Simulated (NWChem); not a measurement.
# Energy and gradient calculation, with input and output: P₂H₄

The run: energy and gradient calculation of P₂H₄, SMILES PP. Method and program: HF/STO-3G, RHF (NWChem 7.3.0).

The geometry comes from this level: PBE0-D4/def2-TZVP.

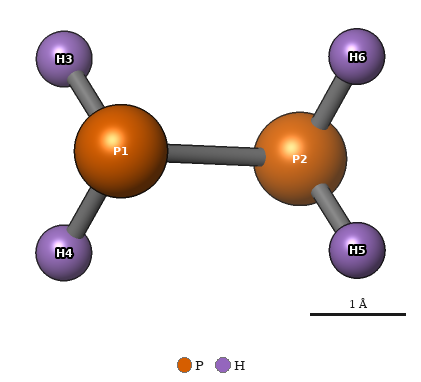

*The structure (ball-and-stick view, seen on its broad side; atoms are numbered from 1 in the order of the input).*

Bond lengths as drawn: H–P 1.42 Å and P–P 2.23 Å.

**Results in brief**

- outcome: converged
- total energy: −676.136236 hartree
- basis functions: 22
- largest force: 2.322 eV/Å
- HOMO: −6.51 eV
- LUMO: 9.63 eV
- dipole moment: 0.00 D
- hardware: 1 thread of Intel Xeon @ 2.90GHz (Ice Lake), 16 GiB of memory available, shared host
- wall time: 1.1 s
- peak memory: 0.099 GiB

**The input**
```
start h4p2
title "H4P2"
memory stack 880 mb heap 220 mb global 1100 mb
geometry units au noautosym nocenter noautoz
 P   0.68993901 -1.98194476 -0.15552446
 P  -0.69012798  1.98251168  0.14758761
 H  -0.93919388 -2.87540727  1.78579119
 H  -1.08111232 -2.63219952 -2.06906113
 H   0.95015430  2.88107645 -1.78182276
 H   1.07034088  2.62596342  2.07302956
end
basis "ao basis" spherical bse
 * library STO-3G
end
scf
 singlet
 rhf
 thresh 1e-08
 maxiter 80
end
task scf gradient
```

Launch command:
```bash
nwchem h4p2.nw > h4p2.out
```

**What the program printed**
```
Northwest Computational Chemistry Package (NWChem) 7.3.0
             --------------------------------------------------------

           Job information
           ---------------

    nwchem branch   = 7.3.0
    use scalapack   = T
    input           = h4p2.nw
    prefix          = h4p2.
    data base       = ./h4p2.db
    status          = startup
    nproc           =        1

           Memory information
           ------------------

    heap     =     28835834 doubles =      220.0 Mbytes
    stack    =    115343359 doubles =      880.0 Mbytes
    global   =    144179200 doubles =     1100.0 Mbytes (distinct from heap & stack)
    total    =    288358393 doubles =     2200.0 Mbytes
    verify   = yes
    hardfail = no

           Directory information
           ---------------------

  0 permanent = .
  0 scratch   = .

                                NWChem Input Module
                                -------------------

                                       H4P2
                                       ----

                             Geometry "geometry" -> ""
                             -------------------------

 Output coordinates in a.u. (scale by  1.000000000 to convert to a.u.)

  No.       Tag          Charge          X              Y              Z
 ---- ---------------- ---------- -------------- -------------- --------------
    1 P                   15.0000     0.68993901    -1.98194476    -0.15552446
    2 P                   15.0000    -0.69012798     1.98251168     0.14758761
    3 H                    1.0000    -0.93919388    -2.87540727     1.78579119
    4 H                    1.0000    -1.08111232    -2.63219952    -2.06906113
    5 H                    1.0000     0.95015430     2.88107645    -1.78182276
    6 H                    1.0000     1.07034088     2.62596342     2.07302956

      Atomic Mass
      -----------

      P                 30.973760
      H                  1.007825

 Effective nuclear repulsion energy (a.u.)      88.6190539251

            Nuclear Dipole moment (a.u.)
            ----------------------------
        X                 Y               Z
 ---------------- ---------------- ----------------
    -0.0026455700     0.0079368800    -0.1111158900

            XYZ format geometry
            -------------------
     6
 geometry
 P                     0.36510003    -1.04880008    -0.08230001
 P                    -0.36520003     1.04910008     0.07810001
 H                    -0.49700003    -1.52160011     0.94500007
 H                    -0.57210004    -1.39290010    -1.09490008
 H                     0.50280004     1.52460011    -0.94290007
 H                     0.56640004     1.38960010     1.09700008

 ==============================================================================
                                internuclear distances
 ------------------------------------------------------------------------------
       center one      |      center two      | atomic units |       a.u.
 ------------------------------------------------------------------------------
    2 P                |   1 P                |     4.20873  |     4.20873
    3 H                |   1 P                |     2.68720  |     2.68720
    4 H                |   1 P                |     2.68721  |     2.68721
    5 H                |   2 P                |     2.68711  |     2.68711
    6 H                |   2 P                |     2.68712  |     2.68712
 ------------------------------------------------------------------------------
                         number of included internuclear distances:          5
 ==============================================================================

 ==============================================================================
                                 internuclear angles
 ------------------------------------------------------------------------------
        center 1       |       center 2       |       center 3       |  degrees
 ------------------------------------------------------------------------------
    2 P                |   1 P                |   3 H                |    93.58
    2 P                |   1 P                |   4 H                |    93.62
    3 H                |   1 P                |   4 H                |    91.97
    1 P                |   2 P                |   5 H                |    93.62
    1 P                |   2 P                |   6 H                |    93.57
    5 H                |   2 P                |   6 H                |    91.98
 ------------------------------------------------------------------------------
                            number of included internuclear angles:          6
 ==============================================================================

 Summary of "ao basis" -> "" (spherical)
 ------------------------------------------------------------------------------
       Tag                 Description            Shells   Functions and Types
 ---------------- ------------------------------  ------  ---------------------
 *                           STO-3G                   on all atoms

                      Basis "ao basis" -> "ao basis" (spherical)
                      -----
  [basis functions not shown]

 Summary of "ao basis" -> "ao basis" (spherical)
 ------------------------------------------------------------------------------
       Tag                 Description            Shells   Functions and Types
 ---------------- ------------------------------  ------  ---------------------
 P                           STO-3G                  5        9   3s2p
 H                           STO-3G                  1        1   1s

                                 NWChem SCF Module
                                 -----------------

                                       H4P2

  ao basis        = "ao basis"
  functions       =    22
  atoms           =     6
  closed shells   =    17
  open shells     =     0
  charge          =   0.00
  wavefunction    = RHF
  input vectors   = atomic
  output vectors  = ./h4p2.movecs
  use symmetry    = F
  symmetry adapt  = F

 Summary of "ao basis" -> "ao basis" (spherical)
 ------------------------------------------------------------------------------
       Tag                 Description            Shells   Functions and Types
 ---------------- ------------------------------  ------  ---------------------
 P                           STO-3G                  5        9   3s2p
 H                           STO-3G                  1        1   1s

 Forming initial guess at       0.0s

      Superposition of Atomic Density Guess
      -------------------------------------

 Sum of atomic energies:        -675.45394315

      Non-variational initial energy
      ------------------------------

 Total energy =    -675.115371
 1-e energy   =   -1120.605206
 2-e energy   =     356.870781
 HOMO         =      -0.068633
 LUMO         =       0.341085

 Starting SCF solution at       0.1s

 ----------------------------------------------
         Quadratically convergent ROHF

 Convergence threshold     :          1.000E-08
 Maximum no. of iterations :           80
 Final Fock-matrix accuracy:          1.000E-10
 ----------------------------------------------

              iter       energy          gnorm     gmax       time
             ----- ------------------- --------- --------- --------
                 1     -676.1329702961  1.40D-01  7.40D-02      0.1
                 2     -676.1362345029  3.70D-03  1.89D-03      0.2
                 3     -676.1362363552  8.98D-06  4.54D-06      0.3
                 4     -676.1362363552  1.00D-09  5.70D-10      0.5

       Final RHF  results
       ------------------

         Total SCF energy =   -676.136236355174
      One-electron energy =  -1117.367176188506
      Two-electron energy =    352.611885908242
 Nuclear repulsion energy =     88.619053925091

        Time for solution =      0.4s

             Final eigenvalues
             -----------------

              1
    1  -78.9164
    2  -78.9163
    3   -7.2368
    4   -7.2351
    5   -5.0602
    6   -5.0592
    7   -5.0586
    8   -5.0581
    9   -5.0563
   10   -5.0562
   11   -0.8456
   12   -0.7158
   13   -0.4762
   14   -0.4203
   15   -0.3671
   16   -0.3542
   17   -0.2394
   18    0.3540
   19    0.4470
   20    0.4860
   21    0.5673
   22    0.5738

                       ROHF Final Molecular Orbital Analysis
                       -------------------------------------

 Vector    8  Occ=2.000000D+00  E=-5.058102D+00
              MO Center= -3.0D-04,  8.8D-04, -2.1D-03, r^2= 1.3D+00
   Bfn.  Coefficient  Atom+Function         Bfn.  Coefficient  Atom+Function
  ----- ------------  ---------------      ----- ------------  ---------------
     5      0.691577  1 P  pz                14      0.692461  2 P  pz

 Vector    9  Occ=2.000000D+00  E=-5.056310D+00
              MO Center=  1.7D-03, -4.9D-03, -2.5D-03, r^2= 1.3D+00
   Bfn.  Coefficient  Atom+Function         Bfn.  Coefficient  Atom+Function
  ----- ------------  ---------------      ----- ------------  ---------------
     3      0.633185  1 P  px                12     -0.629471  2 P  px
     4     -0.285780  1 P  py                13      0.286479  2 P  py

 Vector   10  Occ=2.000000D+00  E=-5.056155D+00
              MO Center= -1.9D-03,  5.3D-03, -1.7D-03, r^2= 1.3D+00
   Bfn.  Coefficient  Atom+Function         Bfn.  Coefficient  Atom+Function
  ----- ------------  ---------------      ----- ------------  ---------------
    12      0.692690  2 P  px                 3      0.689047  1 P  px

 Vector   11  Occ=2.000000D+00  E=-8.455750D-01
              MO Center= -1.9D-06,  1.7D-04, -8.7D-04, r^2= 2.2D+00
   Bfn.  Coefficient  Atom+Function         Bfn.  Coefficient  Atom+Function
  ----- ------------  ---------------      ----- ------------  ---------------
     6      0.521945  1 P  s                 15      0.521984  2 P  s
     2     -0.198855  1 P  s                 11     -0.198872  2 P  s

 Vector   12  Occ=2.000000D+00  E=-7.157812D-01
              MO Center= -9.6D-06, -3.6D-05, -7.4D-04, r^2= 3.2D+00
   Bfn.  Coefficient  Atom+Function         Bfn.  Coefficient  Atom+Function
  ----- ------------  ---------------      ----- ------------  ---------------
     6      0.522800  1 P  s                 15     -0.522736  2 P  s
    19      0.204147  3 H  s                 20      0.204252  4 H  s
    21     -0.204249  5 H  s                 22     -0.204139  6 H  s
     2     -0.186433  1 P  s                 11      0.186414  2 P  s

 Vector   13  Occ=2.000000D+00  E=-4.762232D-01
              MO Center=  9.7D-05,  5.6D-04,  2.2D-04, r^2= 3.3D+00
   Bfn.  Coefficient  Atom+Function         Bfn.  Coefficient  Atom+Function
  ----- ------------  ---------------      ----- ------------  ---------------
     9      0.366483  1 P  pz                18      0.366637  2 P  pz
    19      0.332521  3 H  s                 20     -0.332005  4 H  s
    21     -0.332164  5 H  s                 22      0.332687  6 H  s

 Vector   14  Occ=2.000000D+00  E=-4.202550D-01
              MO Center= -9.4D-05, -5.4D-04, -4.2D-04, r^2= 3.5D+00
   Bfn.  Coefficient  Atom+Function         Bfn.  Coefficient  Atom+Function
  ----- ------------  ---------------      ----- ------------  ---------------
    19      0.372554  3 H  s                 20     -0.373182  4 H  s
    21      0.373053  5 H  s                 22     -0.372389  6 H  s
     9      0.352980  1 P  pz                18     -0.352881  2 P  pz

 Vector   15  Occ=2.000000D+00  E=-3.670549D-01
              MO Center= -2.7D-05, -2.6D-05, -2.5D-03, r^2= 2.6D+00
   Bfn.  Coefficient  Atom+Function         Bfn.  Coefficient  Atom+Function
  ----- ------------  ---------------      ----- ------------  ---------------
     8      0.475221  1 P  py                17     -0.475101  2 P  py
    19     -0.267059  3 H  s                 20     -0.268008  4 H  s
    21     -0.267911  5 H  s                 22     -0.267016  6 H  s
     6      0.213308  1 P  s                 15      0.213158  2 P  s
     4     -0.168095  1 P  py                13      0.168052  2 P  py

 Vector   16  Occ=2.000000D+00  E=-3.542222D-01
              MO Center= -9.8D-05,  2.7D-04, -1.6D-03, r^2= 2.8D+00
   Bfn.  Coefficient  Atom+Function         Bfn.  Coefficient  Atom+Function
  ----- ------------  ---------------      ----- ------------  ---------------
     7      0.483622  1 P  px                16      0.483828  2 P  px
     6      0.473368  1 P  s                 15     -0.473443  2 P  s
    19     -0.188801  3 H  s                 22      0.188884  6 H  s
    20     -0.186561  4 H  s                 21      0.186650  5 H  s
     3     -0.166303  1 P  px                12     -0.166378  2 P  px

 Vector   17  Occ=2.000000D+00  E=-2.393834D-01
              MO Center= -8.7D-05,  2.1D-04, -2.7D-03, r^2= 3.1D+00
   Bfn.  Coefficient  Atom+Function         Bfn.  Coefficient  Atom+Function
  ----- ------------  ---------------      ----- ------------  ---------------
     7      0.513969  1 P  px                16     -0.514035  2 P  px
     6      0.359514  1 P  s                 15      0.359521  2 P  s
     8     -0.352777  1 P  py                17      0.352879  2 P  py
     3     -0.169446  1 P  px                12      0.169467  2 P  px

 Vector   18  Occ=0.000000D+00  E= 3.539922D-01
              MO Center= -5.7D-05,  1.7D-04, -2.2D-03, r^2= 2.3D+00
   Bfn.  Coefficient  Atom+Function         Bfn.  Coefficient  Atom+Function
  ----- ------------  ---------------      ----- ------------  ---------------
     8      0.890281  1 P  py                17      0.890152  2 P  py
     4     -0.258795  1 P  py                13     -0.258757  2 P  py
     6      0.230601  1 P  s                 15     -0.230590  2 P  s

 Vector   19  Occ=0.000000D+00  E= 4.470447D-01
              MO Center=  8.3D-05, -1.2D-03,  8.6D-04, r^2= 3.2D+00
   Bfn.  Coefficient  Atom+Function         Bfn.  Coefficient  Atom+Function
  ----- ------------  ---------------      ----- ------------  ---------------
     9      0.719110  1 P  pz                18      0.718421  2 P  pz
    19     -0.509730  3 H  s                 20      0.508007  4 H  s
    21      0.507595  5 H  s                 22     -0.509289  6 H  s
     5     -0.199824  1 P  pz                14     -0.199628  2 P  pz

 Vector   20  Occ=0.000000D+00  E= 4.860225D-01
              MO Center= -1.6D-04,  1.3D-03, -3.3D-03, r^2= 3.1D+00
   Bfn.  Coefficient  Atom+Function         Bfn.  Coefficient  Atom+Function
  ----- ------------  ---------------      ----- ------------  ---------------
     9      0.784339  1 P  pz                18     -0.785072  2 P  pz
    21     -0.473469  5 H  s                 19     -0.470849  3 H  s
    20      0.473001  4 H  s                 22      0.471374  6 H  s
     5     -0.218251  1 P  pz                14      0.218451  2 P  pz

 Vector   21  Occ=0.000000D+00  E= 5.672560D-01
              MO Center= -9.8D-04, -4.0D-03, -1.7D-03, r^2= 3.3D+00
   Bfn.  Coefficient  Atom+Function         Bfn.  Coefficient  Atom+Function
  ----- ------------  ---------------      ----- ------------  ---------------
     7      0.634181  1 P  px                16     -0.632134  2 P  px
    19      0.544089  3 H  s                 20      0.545421  4 H  s
    21      0.543599  5 H  s                 22      0.542207  6 H  s
     6     -0.514938  1 P  s                 15     -0.512760  2 P  s
     8      0.354354  1 P  py                17     -0.354060  2 P  py

 Vector   22  Occ=0.000000D+00  E= 5.738367D-01
              MO Center=  1.0D-03,  4.0D-03,  2.2D-03, r^2= 3.1D+00
   Bfn.  Coefficient  Atom+Function         Bfn.  Coefficient  Atom+Function
  ----- ------------  ---------------      ----- ------------  ---------------
     6      0.677011  1 P  s                 15     -0.678741  2 P  s
     7     -0.648753  1 P  px                16     -0.651058  2 P  px
    19     -0.570147  3 H  s                 22      0.571961  6 H  s
    20     -0.568653  4 H  s                 21      0.570455  5 H  s
     3      0.173484  1 P  px                12      0.174102  2 P  px

 center of mass
 --------------
 x =  -0.00008583 y =   0.00025748 z =  -0.00360472

 moments of inertia (a.u.)
 ------------------
         290.518862413833          73.550832394308           5.384371522903
          73.550832394308          50.109804285316         -19.236481539552
           5.384371522903         -19.236481539552         307.663991559640

  Mulliken analysis of the total density
  --------------------------------------

    Atom       Charge   Shell Charges
 -----------   ------   -------------------------------------------------------
    1 P   15    14.76   2.00  1.99  5.93  1.75  3.09
    2 P   15    14.76   2.00  1.99  5.93  1.75  3.09
    3 H    1     1.12   1.12
    4 H    1     1.12   1.12
    5 H    1     1.12   1.12
    6 H    1     1.12   1.12

       Multipole analysis of the density wrt the origin
       ------------------------------------------------

     L   x y z        total         open         nuclear
     -   - - -        -----         ----         -------
     0   0 0 0      0.000000      0.000000     34.000000

     1   1 0 0      0.000072      0.000000     -0.002646
     1   0 1 0     -0.000016      0.000000      0.007937
     1   0 0 1      0.000738      0.000000     -0.111116

     2   2 0 0    -20.392880      0.000000     18.383699
     2   1 1 0      1.172280      0.000000    -29.939705
     2   1 0 1      0.134167      0.000000     -2.051826
     2   0 2 0    -19.537996      0.000000    148.269591
     2   0 1 1     -0.095664      0.000000      9.633963
     2   0 0 2    -18.685480      0.000000     15.631957

                              NWChem Gradients Module
                              -----------------------

                                       H4P2

  wavefunction    =   RHF

                         RHF ENERGY GRADIENTS

    atom               coordinates                        gradient
                 x          y          z           x          y          z
   1 P       0.689939  -1.981945  -0.155524    0.044738  -0.005802  -0.002015
   2 P      -0.690128   1.982512   0.147588   -0.044702   0.005840   0.001771
   3 H      -0.939194  -2.875407   1.785791   -0.016691  -0.006201   0.016340
   4 H      -1.081112  -2.632200  -2.069061   -0.017869  -0.004200  -0.015716
   5 H       0.950154   2.881076  -1.781823    0.016760   0.006253  -0.016205
   6 H       1.070341   2.625963   2.073030    0.017764   0.004109   0.015825

                 ----------------------------------------
                 |  Time  |  1-e(secs)   |  2-e(secs)   |
                 ----------------------------------------
                 |  CPU   |       0.00   |       0.07   |
                 ----------------------------------------
                 |  WALL  |       0.00   |       0.07   |
                 ----------------------------------------

 Task  times  cpu:        0.5s     wall:        0.5s
 Total times  cpu:        0.6s     wall:        0.6s
```

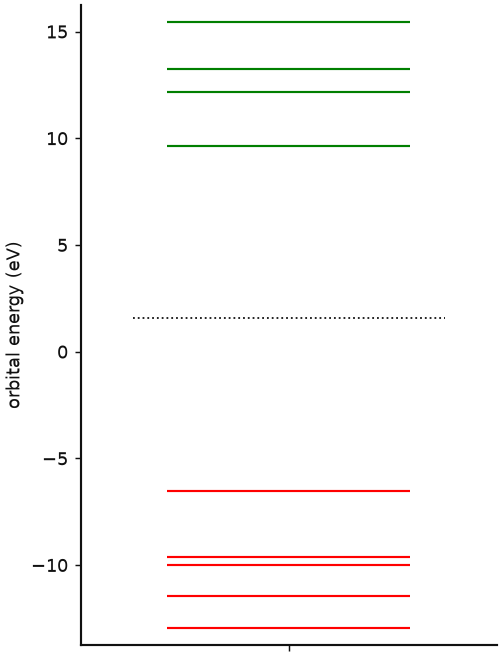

*Orbital energies near the frontier; the dotted line parts filled from empty levels, and levels within 0.02 eV of each other stand side by side.*

Highest filled −6.51 eV, lowest empty 9.63 eV, 16.14 eV apart.

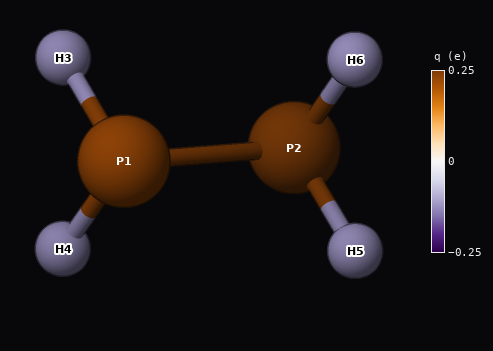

*Mulliken charges, as the colour of each atom (ball-and-stick view, seen on its broad side; atoms are numbered from 1 in the order of the input).*

By element: P +0.24 and H −0.12 e.
